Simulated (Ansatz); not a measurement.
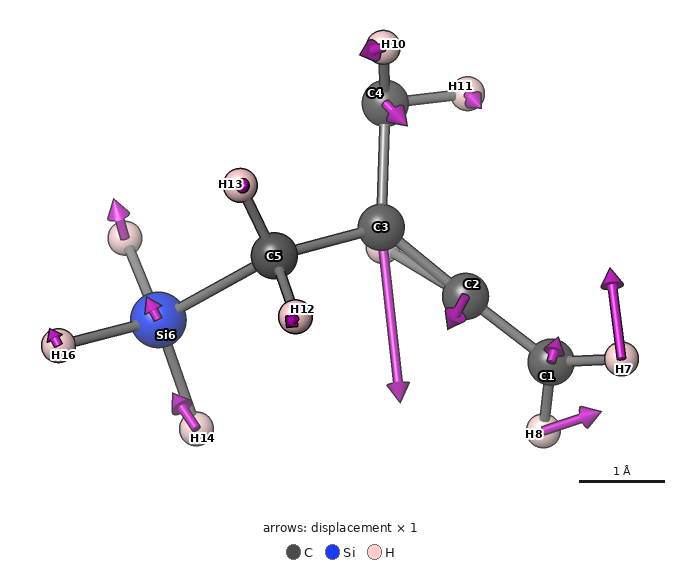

This is a relaxation of C5H10Si. The starting structure is drawn; purple arrows show the displacements, at their true length. The two geometries are superimposed by the best rigid fit.

A ball-and-stick model, seen face on.

The run prepares an end point of a later path (hydrogen shift) calculation, from a guessed geometry.

Theory: RHF/def2-SVP (Ansatz).

Input file:
```yaml
crystal:
  periodic: [false, false, false]
  atoms:
    - { symbol: C, position_ang: [-1.4591, -1.3383, 1.9656] }
    - { symbol: C, position_ang: [-0.6371, -0.9163, 1.0729] }
    - { symbol: C, position_ang: [0.2115, -0.5253, 0.1733] }
    - { symbol: C, position_ang: [0.943, -1.4819, -0.7883] }
    - { symbol: C, position_ang: [0.7362, 0.8989, 0.0976] }
    - { symbol: Si, position_ang: [-0.2252, 2.0505, -1.0305] }
    - { symbol: H, position_ang: [-1.17, -1.8119, 2.8559] }
    - { symbol: H, position_ang: [-2.5245, -1.0806, 1.7977] }
    - { symbol: H, position_ang: [-0.6732, -0.76702, -0.41574] }
    - { symbol: H, position_ang: [1.9507, -1.5564, -0.5913] }
    - { symbol: H, position_ang: [0.4413, -2.4994, -0.6564] }
    - { symbol: H, position_ang: [0.7349, 1.3524, 1.1382] }
    - { symbol: H, position_ang: [1.7392, 0.9375, -0.2043] }
    - { symbol: H, position_ang: [-1.6725, 2.1621, -0.5931] }
    - { symbol: H, position_ang: [-0.1741, 1.5093, -2.4212] }
    - { symbol: H, position_ang: [0.3816, 3.4289, -0.9979] }
basis:
  gaussian: { orbitals: def2-SVP }
hamiltonian:
  xc: hf
relax:
  f_tol: 0.02
  max_steps: 50
```

Run as
```bash
ansatz run input.yaml --threads 2 --pin off --max-ram 3072MiB --backend cpu --events-out ev --progress --plain --runs-dir out
```

Which element moves most?

Answer. Hydrogen: up to 1.92 Å, against 0.53 Å for carbon.

Describe the change and its energy.

Answer. After 31 geometry steps the energy has fallen by 6.938 eV. The largest force component goes from 6.3 to 0.016 eV/Å. The largest move after the best rigid fit is that of H9, 1.92 Å. By element the largest moves are H 1.92 Å, C 0.53 Å, Si 0.32 Å. Among the contacts that change: C3–H9 1.090 → 2.192 Å, C2–H9 1.497 → 1.087 Å, C3–C4 1.541 → 1.329 Å, C2–C3 1.297 → 1.487 Å. Bonds break, among them: C3–H9 (1.09 → 2.19 Å). Bond angles that change, for instance: C1–C2–C3 178.2° → 125.6°, C3–C4–H11 105.8° → 121.5°, C4–C3–C5 112.8° → 122.2°. Cost: 44 s on 2 threads of AMD EPYC 9R45 96-Core Processor (Zen 5), with other jobs on the host, peak memory 0.38 GiB.

Limits of the set-up: Hartree-Fock leaves out electron correlation.
